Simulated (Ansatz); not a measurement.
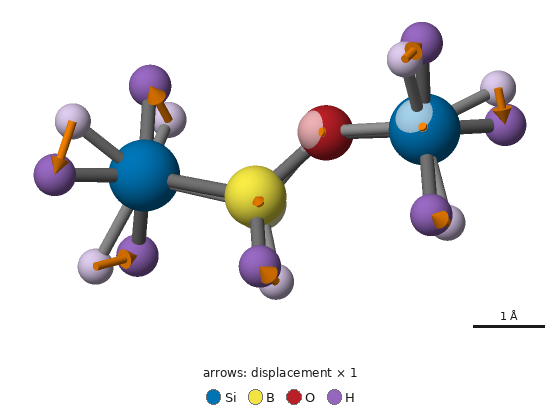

This is a relaxation of BSi$_{2}$H$_{7}$O. The starting structure is drawn faded, the final one solid; orange arrows show the displacements, at their true length. The two geometries are superimposed by the best rigid fit.

A ball-and-stick model, seen at a tilt.

The start comes from PBE-D4/def2-SVP.

The calculation used Ansatz 0.2.0, RKS PBE0-D4/def2-TZVP.

Input file:
```yaml
crystal:
  periodic: [false, false, false]
  atoms:
    - {symbol: Si, position_ang: [-0.643800, 2.172372, 0.437013]}
    - {symbol: B, position_ang: [-0.585623, 0.139295, 0.255820]}
    - {symbol: O, position_ang: [0.527745, -0.418093, -0.288747]}
    - {symbol: Si, position_ang: [0.949133, -2.047795, -0.568273]}
    - {symbol: H, position_ang: [-0.140551, 2.861861, -0.807644]}
    - {symbol: H, position_ang: [0.248433, 2.610395, 1.575641]}
    - {symbol: H, position_ang: [-2.028985, 2.687878, 0.732103]}
    - {symbol: H, position_ang: [-1.500280, -0.590380, 0.633321]}
    - {symbol: H, position_ang: [1.319218, -2.171332, -2.014602]}
    - {symbol: H, position_ang: [-0.211461, -2.941314, -0.232106]}
    - {symbol: H, position_ang: [2.131473, -2.359787, 0.298174]}
basis:
  gaussian: {orbitals: def2-TZVP}
hamiltonian: {xc: pbe0, dispersion: d4}
relax: {f_tol: 0.005, max_steps: 150}
```

Run as
```bash
ansatz run in.yaml --threads 2 --pin off --events-out ev --progress --plain --max-ram 4352MiB
```

What happened in the run?

Answer. The largest move after the best rigid fit is that of H6, 0.80 Å. By element the largest moves are H 0.80 Å, B 0.16 Å, Si 0.10 Å, O 0.09 Å. Among the contacts that change: O3–Si4 1.706 → 1.662 Å, Si1–H5 1.509 → 1.489 Å, B2–H8 1.229 → 1.209 Å, Si4–H10 1.503 → 1.485 Å. Among the angles between lasting bonds that change: B2–Si1–H7 112.6° → 109.6°, Si1–B2–O3 117.9° → 120.6°, Si1–B2–H8 122.9° → 120.7°. Groups turn about Si1–B2 by about 45°. The energy falls by 6.15 kJ/mol in 25 accepted moves (27 points after the start). The largest force component goes from 0.84 to 0.0029 eV/Å. The line search rejected the trial steps at points 14, 26 of the run. Cost: 2 min on 2 threads of Arm Neoverse V2 (shared host).
